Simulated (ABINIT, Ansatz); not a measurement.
# Quasiparticle gap of Sr2H6Os (Fm-3m) in ABINIT, part 3 of 3

Wanted: ground state, empty states, screening and self-energy for Sr2H6Os (Fm-3m).

ABINIT 10.8.3; PBEsol and many-body steps on it, plane waves. Known limits of the many-body steps: not at the basis limit; no spin polarisation; d states lean on the start; no spin-orbit coupling; coarse k mesh.

So far. Step 4 (Empty states on the mesh, 2×2×2 mesh, 81 bands): On this mesh the gap is 2.319 eV. Step 5 (Screening, 2×2×2 mesh, 75 bands, screening to 98 eV): Local fields lower ε∞ by 18 %. On a Γ-centred mesh this coarse the value itself is usually too large, while a short band sum pulls it down.

### 6. Self-energy, 2×2×2 mesh, 75 bands, screening to 98 eV

The self-energy is evaluated for the states that the input lists, and the levels follow from it, in one-shot runs by the linearised quasiparticle equation.

This step: G0W0 on PBEsol, plane waves, norm-conserving pseudopotentials.

Input file run.abi:

```
acell 3*1.0 Angstrom
rprim 
  0.000000000000 3.812277830000 3.812277830000
  3.812277830000 -0.000000000000 3.812277830000
  3.812277830000 3.812277830000 0.000000000000
ntypat 3
znucl 38 1 76
natom 9
typat 1 1 2 2 2 2 2 2 3
xred 
  0.750000000000 0.750000000000 0.750000000000
  0.250000000000 0.250000000000 0.250000000000
  0.773847590000 0.773847590000 0.226152410000
  0.226152410000 0.773847590000 0.226152410000
  0.773847590000 0.226152410000 0.226152410000
  0.226152410000 0.226152410000 0.773847590000
  0.773847590000 0.226152410000 0.773847590000
  0.226152410000 0.773847590000 0.773847590000
  0.000000000000 0.000000000000 0.000000000000
pp_dirpath "pseudos"
pseudos "Sr.upf, H.upf, Os.upf"
ecut 33
ngkpt 2 2 2
nshiftk 1
shiftk 0 0 0
kptopt 1
chksymbreak 0
istwfk *1
occopt 1
irdwfk 1
optdriver 4
nband 75
gwcalctyp 0
ecutsigx 33
symsigma 1
nkptgw 2
kptgw 
  0.0000000000 0.0000000000 0.0000000000
  0.5000000000 0.5000000000 0.0000000000
bdgw 
  19 24
  20 23
ecuteps 3.6
irdscr 1
ppmodel 1
indata_prefix "in"
outdata_prefix "out"
tmpdata_prefix "tmp"
```

Started as:

```
$ OMP_NUM_THREADS=1 mpirun -n 4 abinit run.abi > log
```

Numbers of over 12 decimals in the logs are rounded to 6 here.

What it wrote:

```text
.Version 10.8.3 of ABINIT. v10.8.2 released Aug 2026.

 Symmetries : space group Fm -3 m (#225); Bravais cF (face-center cubic)
[... echo of the input left out ...]
== DATASET  1 ==================================================================
-   mpi_nproc: 4, omp_nthreads: 1 (-1 if OMP is not activated)

--- !DatasetInfo
iteration_state: {dtset: 1, }
dimensions: {natom: 9, nkpt: 3, mband: 75, nsppol: 1, nspinor: 1, nspden: 1, mpw: 6855, }
cutoff_energies: {ecut:  33.0, pawecutdg:  -1.0, }
electrons: {nelect:   4.20000000E+01, charge:   0.00000000E+00, occopt:   1.00000000E+00, tsmear:   1.00000000E-02, }

 SIGMA: Calculation of the GW corrections

 Based on a program developped by R.W. Godby, V. Olevano, G. Onida, and L. Reining.
 Incorporated in ABINIT by V. Olevano, G.-M. Rignanese, and M. Torrent.
.Using double precision arithmetic ; gwpc =  8

[... cell and pseudopotentials left out ...]
--------------------------------------------------------------------------------

 ==== K-mesh for the wavefunctions ====
 Number of points in the irreducible wedge :     3
[... list of points left out ...]
 Together with 48 symmetry operations and time-reversal symmetry
 yields     8 points in the full Brillouin Zone.

 ==== Q-mesh for screening function ====
 Number of points in the irreducible wedge :     3
[... list of points left out ...]
 Together with 48 symmetry operations and time-reversal symmetry
 yields     8 points in the full Brillouin Zone.

 vcoul_init : cutoff-mode = AUXILIARY_FUNCTION
 q-points for optical limit:   1
     1)      0.000010    0.000020    0.000030
 setmesh: FFT mesh size selected  =    54x   54x   54
          total number of points  =       157464

 Number of electrons calculated from density =   42.0000; Expected =   42.0000
 average of density, n =  0.056165
 r_s =    1.6199
 omega_plasma =   22.8607 [eV]

 === KS Band Gaps ===
  >>>> For spin  1
   Minimum direct gap =   2.3825 [eV], located at k-point      :   0.5000  0.5000  0.0000
   Fundamental gap    =   2.3194 [eV], Top of valence bands at :   0.0000  0.0000  0.0000
                                       Bottom of conduction at :   0.5000  0.5000  0.0000
 SIGMA fundamental parameters:
 PLASMON POLE MODEL  1
 number of plane-waves for SigmaX                 6855
 number of plane-waves for SigmaC and W            259
 number of plane-waves for wavefunctions          6855
 number of bands                                    75
 number of independent spin polarizations            1
 number of spinorial components                      1
 number of k-points in IBZ                           3
 number of q-points in IBZ                           3
 number of symmetry operations                      48
 number of k-points in BZ                            8
 number of q-points in BZ                            8
 number of frequencies for dSigma/dE                 9
 frequency step for dSigma/dE [eV]                0.25
 number of omega for Sigma on real axis              0
 max omega for Sigma on real axis  [eV]           0.00
 zcut for avoiding poles [eV]                     0.10

 EPSILON^-1 parameters (SCR file):
 dimension of the eps^-1 matrix on file            259
 dimension of the eps^-1 matrix used               259
 number of plane-waves for wavefunctions          6855
 number of bands                                    75
 number of q-points in IBZ                           3
 number of frequencies                               2
 number of real frequencies                          1
 number of imag frequencies                          1

 matrix elements of self-energy operator (all in [eV])

 Perturbative Calculation

--- !SelfEnergy_ee
iteration_state: {dtset: 1, }
kpoint     : [   0.000,    0.000,    0.000, ]
spin       : 1
KS_gap     :    3.883
QP_gap     :    4.654
Delta_QP_KS:    0.771
data: !SigmaeeData |
     Band     E0 <VxcDFT>   SigX SigC(E0)      Z dSigC/dE  Sig(E)    E-E0       E
       19   5.036 -16.892 -19.628   3.317   0.803  -0.245 -16.425   0.466   5.503
       20   5.036 -16.892 -19.628   3.317   0.803  -0.245 -16.425   0.467   5.503
       21   5.036 -16.892 -19.628   3.317   0.803  -0.245 -16.425   0.466   5.503
       22   8.920  -8.754  -4.160  -3.143   0.853  -0.173  -7.517   1.237  10.157
       23   9.060 -12.841  -7.177  -3.329   0.830  -0.205 -10.903   1.937  10.998
       24   9.060 -12.841  -7.177  -3.329   0.830  -0.205 -10.903   1.937  10.998

--- !SelfEnergy_ee
iteration_state: {dtset: 1, }
kpoint     : [   0.500,    0.500,    0.000, ]
spin       : 1
KS_gap     :    2.382
QP_gap     :    3.482
Delta_QP_KS:    1.099
data: !SigmaeeData |
     Band     E0 <VxcDFT>   SigX SigC(E0)      Z dSigC/dE  Sig(E)    E-E0       E
       20   4.973 -16.775 -19.449   3.287   0.803  -0.246 -16.283   0.493   5.466
       21   4.973 -16.775 -19.449   3.287   0.803  -0.246 -16.283   0.493   5.466
       22   7.355 -12.473  -7.761  -2.810   0.837  -0.195 -10.881   1.592   8.948
       23   8.369  -9.944  -4.811  -3.274   0.842  -0.187  -8.378   1.566   9.935

== END DATASET(S) ==============================================================
================================================================================

 -outvars: echo values of variables after computation  --------
           etotal      0.0000000000E+00
            nband          75
             nkpt           3
          spgroup         225
 [... the other variables as echoed above ...]

 Calculation completed.
```

The job ended after 5 s (4 MPI ranks of Intel Xeon 6975P-C (Granite Rapids), shared host; peak memory 0.96 GiB).

This step gave:

```
G0W0 gap on the points computed              : 3.445 eV
starting gap on the mesh                     : 2.319 eV
k of the valence top                         : 0, 0, 0
k of the conduction bottom                   : 0.5, 0.5, 0
Z at the valence top                         : 0.803
Z at the conduction bottom                   : 0.837
least direct G0W0 gap on the computed points : 3.482 eV
```

The gap on the mesh goes from 2.32 eV to 3.45 eV, a correction of +1.13 eV.

Limits: finite bands, cutoff and mesh; no spin polarisation; d states lean on the start; no spin-orbit coupling; coarse k mesh. v1 is the top filled band, c1 the lowest empty one. The levels before and after the correction (eV, zero at the valence-band top of each column):

|  | conduction bottom | valence top |
| --- | --- | --- |
| Kohn-Sham | 2.32 | 0.00 |
| G0W0 | 3.44 | 0.00 |

|  | level | energy (eV) |
| --- | --- | --- |
| Kohn-Sham | Γ v3-v1 | 0.000 |
| Kohn-Sham | Γ c1 | 3.884 |
| Kohn-Sham | Γ c2-c3 | 4.024 |
| Kohn-Sham | (0.5 0.5 0) v2-v1 | -0.063 |
| Kohn-Sham | (0.5 0.5 0) c1 | 2.320 |
| Kohn-Sham | (0.5 0.5 0) c2 | 3.333 |
| G0W0 | Γ v3-v1 | 0.000 |
| G0W0 | Γ c1 | 4.654 |
| G0W0 | Γ c2-c3 | 5.495 |
| G0W0 | (0.5 0.5 0) v2-v1 | -0.037 |
| G0W0 | (0.5 0.5 0) c1 | 3.445 |
| G0W0 | (0.5 0.5 0) c2 | 4.432 |

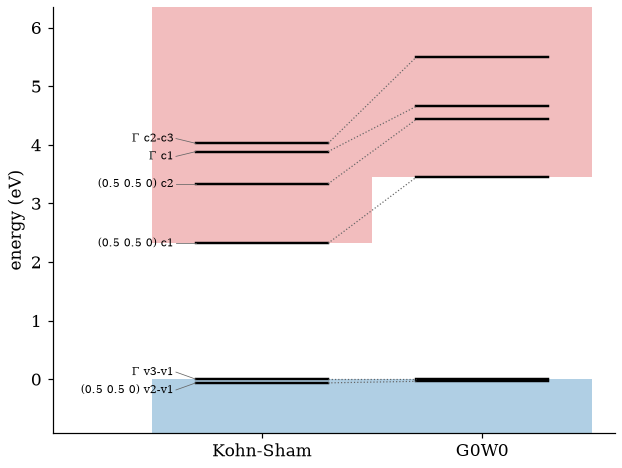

Levels before and after the correction. Shaded: valence and conduction bands.

### 7. Where the time went

Times are wall times on the hardware named with each run, good to a factor of about two.

| step | time | share | memory (GiB) |
| --- | --- | --- | --- |
| ground state | 32 s | 35 % | 0.46 |
| bands along the symmetry lines | 27 s | 29 % | 0.41 |
| empty states on the mesh | 18 s | 19 % | 0.3 |
| screening | 9.3 s | 10 % | 1.1 |
| self-energy | 5 s | 6 % | 0.96 |

### 8. Outcome

```yaml
pbesol_gap: 2.32 eV, indirect
g0w0_gap_on_the_mesh: 3.45 eV
gw_settings: 2×2×2 mesh, 75 bands, screening to 98 eV, Godby-Needs plasmon pole
known_limits: not at the basis limit; no spin polarisation; d states lean on the start; no spin-orbit coupling; coarse k mesh
```

In words: G0W0 moves the gap on the mesh from 2.32 eV to 3.45 eV (+1.13 eV), with Z of 0.80 and 0.84 at the edges. Local fields lower the RPA ε∞ on this mesh from 5.32 to 4.34; a Γ-centred mesh this coarse tends to raise both, most where the direct gap is narrow, while a short band sum lowers them. Only 2 of the mesh's irreducible points were corrected, so a valley elsewhere could overtake. Bands and cutoff are finite, so the gap is not at the basis limit. The miss can reach some tenths of an eV and take either sign; the mesh is an error of its own. In the G0W0 run levels were corrected at 2 k points alone, so a gap called «on the mesh» is the least over those, and an edge elsewhere would be missed. The 2×2×2 mesh is coarse for this cell, which bears on the long-range parts of exchange and screening. The runs have no spin polarisation. For a closed low-spin shell that is the natural state; where a d or f shell is open it is a constraint, and the gap is then not the crystal's own. With d states at the gap, one-shot GW leans hard on its start. The many-body steps are scalar-relativistic: spin-orbit coupling is not in them.

[Paths, hosts, dates, memory and timing lines, banners, echoed tables and standing remarks are left out of the program output.]

[Logs are printed without paths, hosts, clocks, repeated set-up lines and the standing remarks that a program may print on its own settings, such as how far it seeks lower states.]

[Runs of the session that timed out or met a known fault of the program may be left out.]

[Hosts, paths, dates, database ids (printed as entryN), source tags and the programs' standing remarks are cut or masked in the printed files.]

[G0W0 gaps are taken among the corrected bands and points alone; a level outside them can change the order at an edge.]

[Where Ansatz stands beside ABINIT at settings called matched, ABINIT's density can come from a denser mesh and the files from another edition; pairs whose starting gaps differed by over 0.03 eV were left out, so agreement reads better than it is.]
